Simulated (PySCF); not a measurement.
# C4H13P3Si (SMILES CC[C@H](C)p1[pH]p1[SiH3]): what the fields show

```csv
atom,x (Å),y (Å),z (Å)
C,-2.8872,0.2477,0.8618
C,-1.6441,-0.3850,0.2484
C,-0.6534,0.6477,-0.2931
C,-1.1929,1.4345,-1.4834
P,0.9179,-0.2427,-0.8338
P,2.3388,1.2740,-0.2185
P,1.8907,-0.4188,1.1013
Si,3.4654,-1.9333,0.5390
H,-3.4716,0.7729,0.1108
H,-2.6090,0.9531,1.6420
H,-3.5171,-0.5212,1.3032
H,-1.9340,-1.0631,-0.5595
H,-1.1339,-0.9800,1.0142
H,-0.3834,1.3442,0.5140
H,-0.4275,2.1112,-1.8639
H,-1.4810,0.7564,-2.2854
H,-2.0591,2.0254,-1.1952
H,3.4187,0.7220,-0.9195
H,3.5617,-2.1078,-0.9152
H,3.0483,-3.1745,1.1882
H,4.7440,-1.4456,1.0647
```

Geometry: GFN2-xTB.

These are results of PBE0/pcSseg-1, SCF density, gas phase, non-relativistic in PySCF 2.14.0, not measurements.

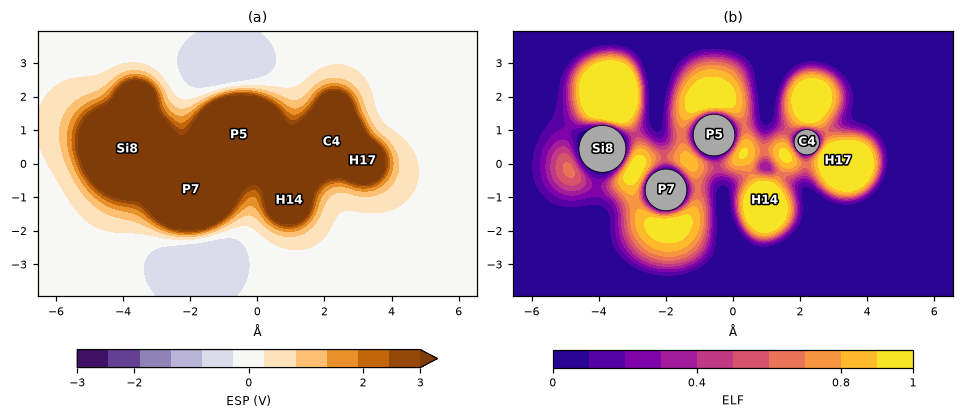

Figure 1. (a) electrostatic potential; (b) ELF on the plane of atoms P5, P7 and Si8. Grey discs cover the atomic cores in the ELF map.

Read the bonding off the picture.

- The plane passes through C, P, Si and H nuclei.
- P–P (2.17 Å): the ELF peaks at about 0.85 between the atoms, as expected for a covalent bond.
- Si–P (2.26 Å): the ELF peaks at about 0.95 between the atoms, as expected for localised, covalent bonding.
- C–H (1.09 Å): the ELF climbs to about 1 towards the hydrogen, as it does in any bond to H; an ordinary covalent bond to hydrogen.
- The ELF also peaks beside P7 and P5, away from the bonds: lone-pair regions.
- Outside the dense part of the molecule the potential is most negative (−0.8 V) near P7.

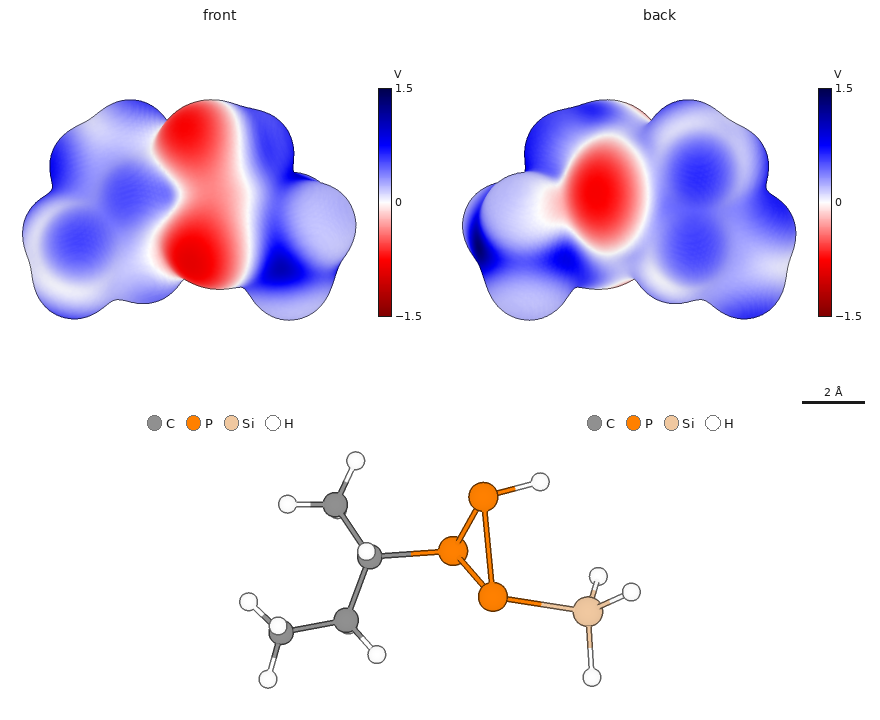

Figure 2. The molecular electrostatic potential painted on the density surface at 0.002 e/bohr³, seen from the front and from behind; red is negative and blue positive. The bare structure is drawn below in the same view.

Describe the electrostatic potential map.

The most negative region (about −0.8 V) lies over P7, the most positive (about +1.1 V) over Si8.
